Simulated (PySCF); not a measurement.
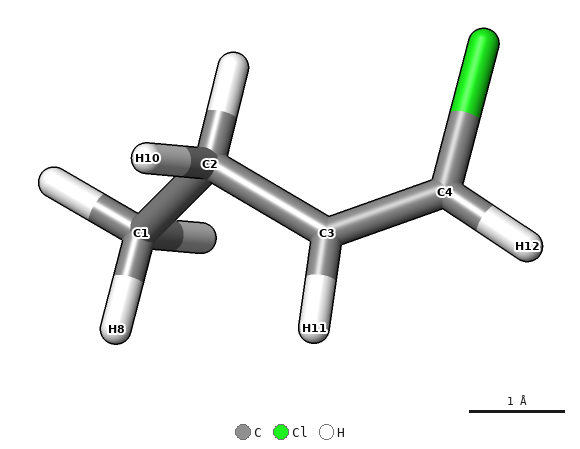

This is the input geometry for a relaxation of C4H7Cl. Style: stick. Shown at a tilt.

The start comes from GFN2-xTB.

Method: PBE0-D3(BJ)/def2-SVP geometry optimisation, gas phase (PySCF).

```xyz
12

C    -1.5671    0.0615   -0.4103
C    -0.4417   -0.0154    0.6221
C     0.8105   -0.5443    0.0037
C     1.9508    0.1086   -0.1392
Cl    2.2056    1.7238    0.4108
H    -2.4791    0.4299    0.0529
H    -1.2917    0.7360   -1.2174
H    -1.7650   -0.9206   -0.8343
H    -0.2590    0.9731    1.0437
H    -0.7455   -0.6841    1.4319
H     0.7587   -1.5533   -0.3827
H     2.8248   -0.3159   -0.6072
```

Q: Where does the relaxation end?

A: The energy falls by 0.81 kcal/mol in 3 geometry steps. Largest force component: 0.66 eV/Å at the start, 0.015 eV/Å at the end. The largest move after the best rigid fit is that of H11, 0.045 Å. Largest moves by element: H 0.045 Å, Cl 0.035 Å, C 0.023 Å. Near-neighbour distances that change, for instance: C3–H11 1.082 → 1.097 Å, C1–H6 1.087 → 1.100 Å, C4–H12 1.079 → 1.092 Å, C3–C4 1.322 → 1.334 Å. Bond angles that change, for instance: C4–C3–H11 117.6° → 115.5°.

Step by step:

```
step  E − E(0), kcal/mol  largest force component, eV/Å
   0                0.00                         0.6625
   1               -0.80                         0.1305
   2               -0.80                         0.0418
   3               -0.81                         0.0150
```

The structure at the end:

```xyz
12

C    -1.5848    0.0642   -0.4072
C    -0.4477   -0.0194    0.6076
C     0.8172   -0.5416    0.0104
C     1.9717    0.1112   -0.1304
Cl    2.2348    1.7393    0.3984
H    -2.5099    0.4276    0.0649
H    -1.3297    0.7518   -1.2279
H    -1.8015   -0.9195   -0.8532
H    -0.2595    0.9698    1.0511
H    -0.7469   -0.6852    1.4364
H     0.8025   -1.5649   -0.3841
H     2.8550   -0.3342   -0.5920
```
